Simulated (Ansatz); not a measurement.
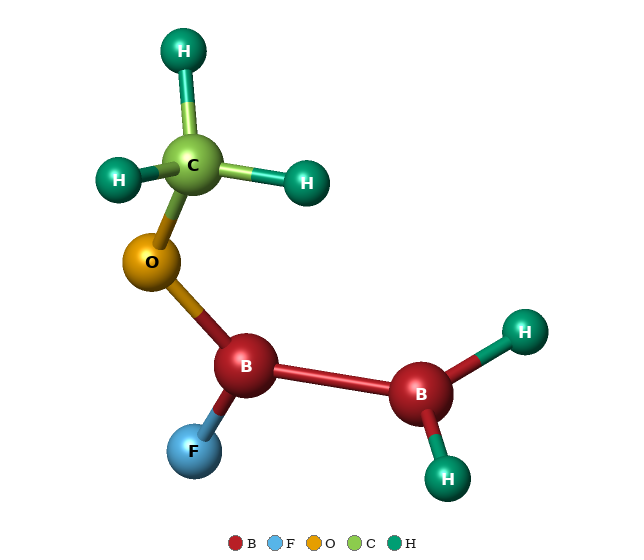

Harmonic vibrations computed with RKS PBE0-D4/def2-TZVP (Ansatz 0.2.0) at a stationary point of the same level.

Q: Minimum or transition state?

A: A minimum: no imaginary frequency, and the lowest mode lies at 59 cm⁻¹.

Q: How many vibrational modes are there, and where do they lie?

A: 24 modes: 59, 143, 167, 217, 308, 380, 476, 693, 795, 934, 1084, 1162, 1186, 1191, 1315, 1398, 1474, 1504, 1508, 2583, 2653, 3011, 3101, 3132 cm⁻¹.
